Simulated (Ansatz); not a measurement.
Cl$_{4}$Ga$_{2}$H$_{2}$

```xyz
8

Cl   -0.4914   -2.2030    1.9632
Cl    1.1013   -0.1972   -0.5691
Cl   -2.3131   -0.1891   -1.7155
Cl   -1.1541    1.2853    1.3594
Ga    0.5188   -0.3370    1.7101
Ga   -0.8064    1.1281   -0.9661
H     1.6501    0.2387    2.5905
H    -0.3967    2.5014   -1.5427
```

Geometry: PBE0-D4/def2-SVP.

Method: isolated molecule in a Gaussian basis; Kohn-Sham density functional theory, functional PBE0 (Ansatz 0.2.0).

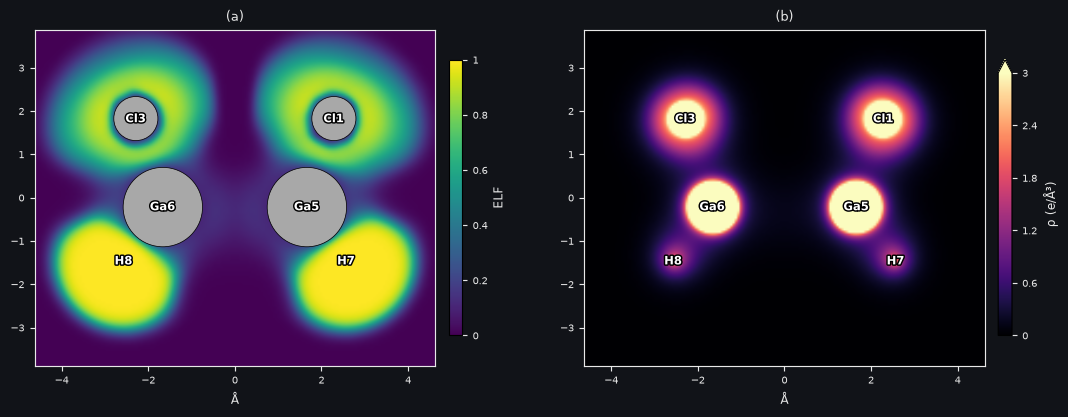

Figure 1. (a) ELF; (b) total electron density on the plane of atoms Cl3, Ga6 and H8. Grey discs cover the atomic cores in the ELF map.

> Interpret the plot.

Atoms in the plane: Cl, Ga and H.
Ga–Cl (2.14 Å): ρ is about 0.7 e/Å³ halfway; the ELF peaks at about 0.85 in the valence shell of Cl, 0.8 Å from its nucleus, and is about 0.55 at the midpoint.
Ga–H (1.54 Å): ρ is about 1 e/Å³ halfway; the ELF climbs to about 1 towards the hydrogen.
The ELF also peaks beside Cl1 and Cl3, away from the bonds: lone-pair regions.

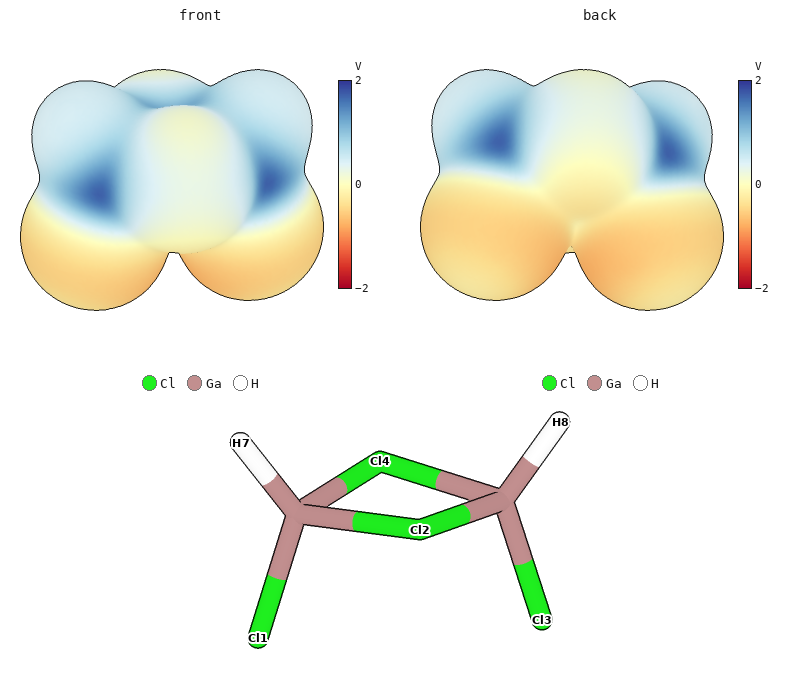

Figure 2. The molecular electrostatic potential painted on the density surface at 0.001 e/bohr³, seen from the front and from behind; red is negative and blue positive. The bare structure is drawn below in the same view.

> Describe the electrostatic potential map.

The most negative region (about −0.7 V) lies over Cl1 and Cl3, the most positive (about +1.7 V) over Ga5 and Ga6.

> What dipole moment does the calculation give?

Its dipole moment is 3.05 D.

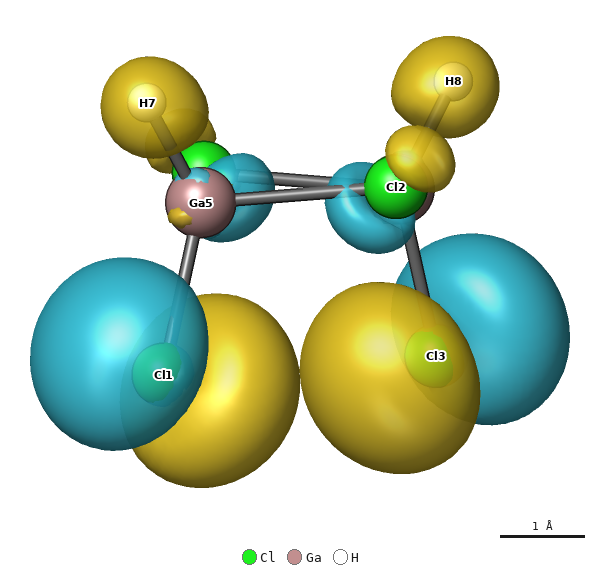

Figure 3. The HOMO−1 at ±0.08 Å⁻³ᐟ² (yellow and cyan are the two phases), seen at an oblique angle.

> Describe this orbital and give its energy.

By Hirshfeld shares it lies mainly on Cl1 (about 40 %) and Cl3 (about 40 %); largely a combination of lone pairs on Cl1 and Cl3. Its energy is −9.27 eV.
